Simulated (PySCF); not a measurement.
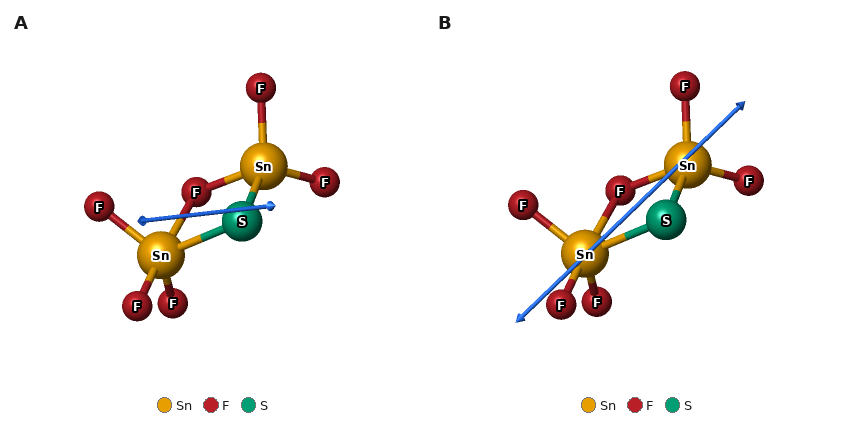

The double arrows show the directions of two transition dipoles from the ground state (lengths mean nothing). Computed geometry: PBE0-D3(BJ)/def2-SVP optimisation. No frequency run is at hand to confirm it as a minimum. Level of theory: TDDFT CAM-B3LYP/def2-SVPD, vertical, gas phase, core orbitals frozen in the response, core potentials on Sn (PySCF 2.14.0).

> One belongs to singlet state 3 and one to singlet state 4. Which is which?

A: state 3, 5.55 eV (223 nm), oscillator strength 0.026, mainly HOMO−1 → LUMO (weight 0.91).
B: state 4, 6.29 eV (197 nm), oscillator strength 0.29, mainly HOMO−2 → LUMO (weight 0.68).
